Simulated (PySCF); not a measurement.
C₃H₁₁AlO₄Si, SMILES [Al]([Si](C)(OC)OC)([OH])[OH] at its GFN2-xTB optimised geometry (Å):

```
20

Si    -0.3408    -0.8650     0.0000
C     -1.2350    -1.9346    -1.3274
O     -0.7102    -1.5315     1.4656
C      0.0421    -2.5240     2.0545
O     -0.9429     0.6473     0.0000
C     -2.2809     1.0569    -0.0086
Al     2.0573    -0.8650     0.0000
O      2.6500    -2.0445    -0.9945
O      2.8001     0.1281     1.0901
H     -2.2624    -2.1474    -1.0408
H     -1.2533    -1.4255    -2.2859
H     -0.7300    -2.8848    -1.4721
H     -0.0533    -2.4531     3.1389
H     -0.2797    -3.5158     1.7238
H      1.1122    -2.4017     1.7780
H     -2.7948     0.6759    -0.8940
H     -2.8001     0.7005     0.8827
H     -2.2967     2.1474    -0.0252
H      3.0255    -2.6888    -1.5781
H      3.1585     0.7459     1.7120
```

Method: CAM-B3LYP/def2-SVP (PySCF). Cells within 0.4 Å of a nucleus heavier than hydrogen are left out (blank, or x).

Map of the HOMO−1 amplitude (bohr^(-3/2)) on the plane z = 0.8 Å; orbital energy -9.08 eV, overall sign arbitrary:

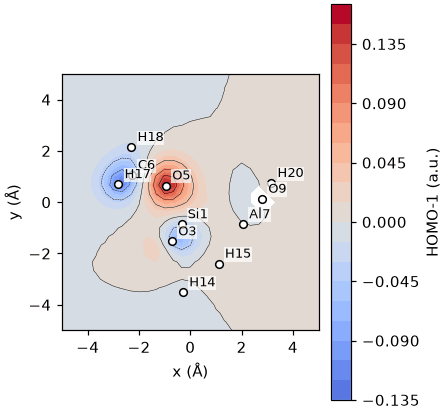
HOMO−1 amplitude (bohr^(-3/2)) on the plane z = 0.8 Å.
